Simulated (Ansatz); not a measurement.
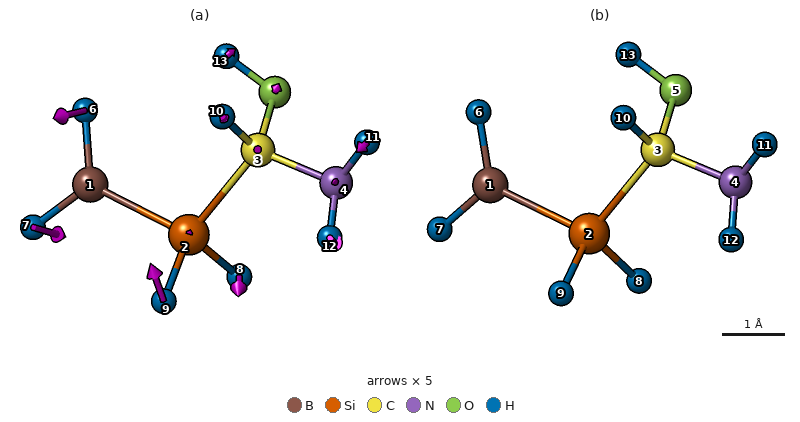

The structure of CH$_{8}$BNOSi before (left) and after (right) a relaxation, at one scale. The purple arrows give the displacements, magnified 5 times.

Style: ball-and-stick. Shown at a tilt.

The start comes from PBE-D4/def2-SVP.

Method: RKS PBE0-D4/def2-TZVP in Ansatz 0.2.0.

Input file:
```yaml
crystal:
  periodic: [false, false, false]
  atoms:
    - {symbol: B, position_ang: [-0.660727, 2.145810, 0.676185]}
    - {symbol: Si, position_ang: [-0.938771, 0.385648, -0.253847]}
    - {symbol: C, position_ang: [0.548030, -0.808438, 0.067344]}
    - {symbol: N, position_ang: [0.494099, -1.964652, -0.786201]}
    - {symbol: O, position_ang: [1.728503, -0.065750, -0.294270]}
    - {symbol: H, position_ang: [0.414995, 2.469439, 1.154259]}
    - {symbol: H, position_ang: [-1.561891, 2.959055, 0.768664]}
    - {symbol: H, position_ang: [-0.961689, 0.681476, -1.735608]}
    - {symbol: H, position_ang: [-2.279775, -0.232873, 0.095500]}
    - {symbol: H, position_ang: [0.607839, -1.048576, 1.167594]}
    - {symbol: H, position_ang: [1.137690, -2.702196, -0.471545]}
    - {symbol: H, position_ang: [-0.448017, -2.364670, -0.837358]}
    - {symbol: H, position_ang: [1.940113, 0.510927, 0.463984]}
basis:
  gaussian: {orbitals: def2-TZVP}
hamiltonian: {xc: pbe0, dispersion: d4}
relax: {f_tol: 0.005, max_steps: 150}
```

Command:
```bash
ansatz run in.yaml --threads 4 --pin off --events-out ev --progress --plain --max-ram 10444MiB
```

Summarise the run.

Answer. The largest moves after the best rigid fit, 0.17 Å, are those of H6 and H7. By element the largest moves are H 0.17 Å, O 0.04 Å, C 0.02 Å, N 0.02 Å, Si 0.02 Å, B 0.01 Å. Near-neighbour distances that change, for instance: Si2–C3 1.934 → 1.910 Å, B1–H6 1.221 → 1.198 Å, C3–H10 1.128 → 1.106 Å, Si2–H8 1.511 → 1.492 Å. Among the angles between lasting bonds that change: B1–Si2–H9 111.9° → 109.5°, Si2–C3–O5 105.7° → 108.0°, B1–Si2–H8 106.5° → 108.8°. The energy falls by 0.056 eV in 13 accepted moves (14 points after the start). The largest force component goes from 0.7 to 0.0045 eV/Å. The line search rejected the trial step at point 12 of the run.
